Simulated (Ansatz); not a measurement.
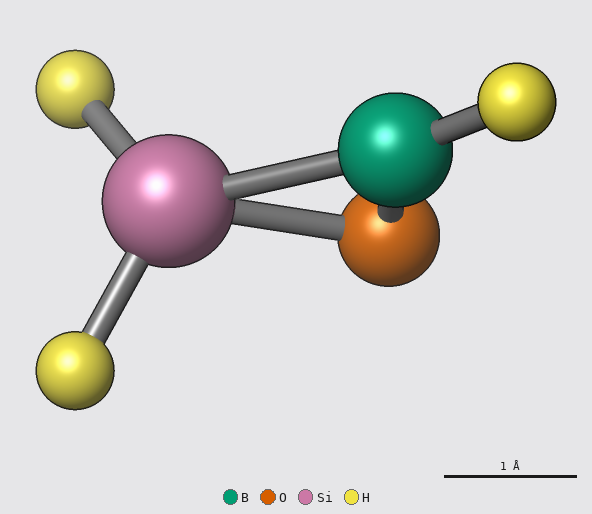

Rendered structure (ball-and-stick style). Every bond is drawn as one stick, whatever its order.

The computed structure is the end point of a PBE0-D4/def2-TZVP optimisation. No frequency run is at hand to confirm it as a minimum.

Question: What is the molecular formula?

Answer: BH₃OSi, 6 atoms: 1 boron, 3 hydrogen, 1 oxygen and 1 silicon.

Question: Name some functional groups or characteristic bonds that it holds.

Answer: Among them: Si–H bond, Si–O bond, B–H bond.

Question: What is the point group of this geometry?

Answer: Cs.

More results for the same structure follow; atom numbers are the same in all pictures, views and colours differ.

## Geometry

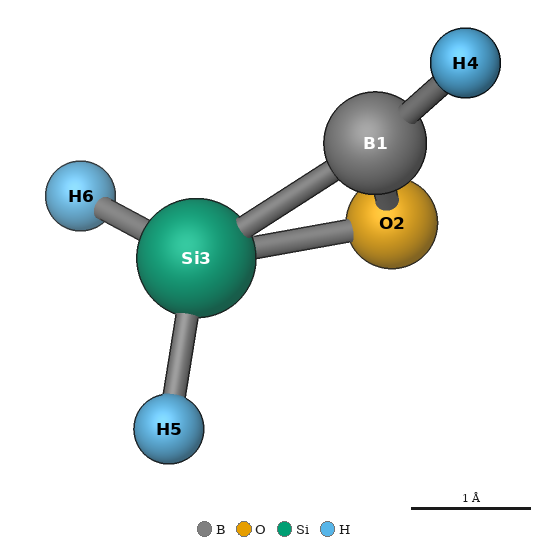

Atoms carry their numbers in the input. No frequency run is at hand to confirm it as a minimum.

Question: What is the geometry at B1?

Answer: B1 has 3 neighbours (O2 at 1.34, Si3 at 1.90, H4 at 1.19 Å); the arrangement is T-shaped.

## Dipole moment

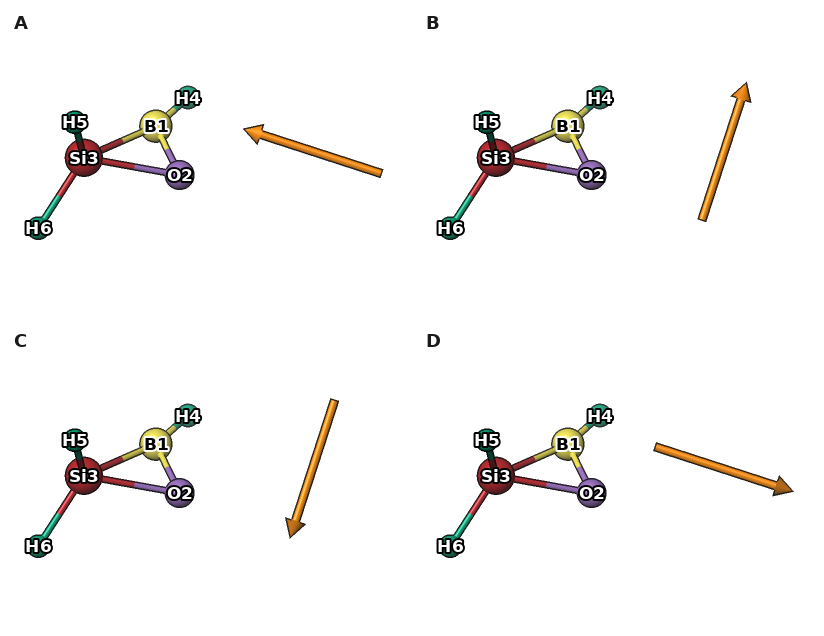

The same molecule four times, each with an arrow. No frequency run is at hand to confirm it as a minimum. Method: RKS PBE0-D4/def2-TZVP (Ansatz 0.2.0).

Question: Which arrow points along the dipole moment, from the negative to the positive end?

Answer: A. The dipole moment is 1.10 D; it points from the side of O2 to the side of H5, H6 (the outermost atoms at the two ends).

## Electronic properties

No frequency run is at hand to confirm it as a minimum. Properties computed with RKS PBE0-D4/def2-TZVPP (Ansatz 0.2.0).

Predict the main results.

- HOMO energy (Kohn–Sham orbital): −7.11 eV
- LUMO energy (Kohn–Sham orbital): −1.01 eV
- HOMO–LUMO gap: 6.10 eV

## Charges

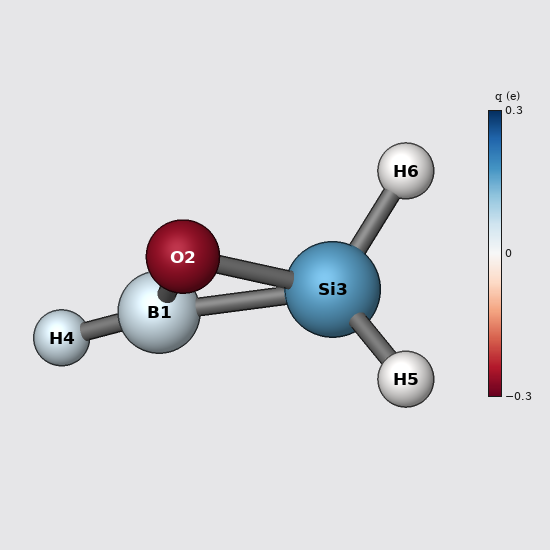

Atoms are coloured by their Mulliken charges. No frequency run is at hand to confirm it as a minimum. Properties computed with RKS PBE0-D4/def2-TZVP (Ansatz 0.2.0).

Give the Mulliken charges atom by atom.

```json
{"atom": "B1", "value (e)": "0.05"}
{"atom": "O2", "value (e)": "−0.26"}
{"atom": "Si3", "value (e)": "0.16"}
{"atom": "H4", "value (e)": "0.05"}
{"atom": "H5", "value (e)": "0.00"}
{"atom": "H6", "value (e)": "0.00"}
```

Mulliken values depend strongly on the basis set and can even reverse the polarity of a bond.
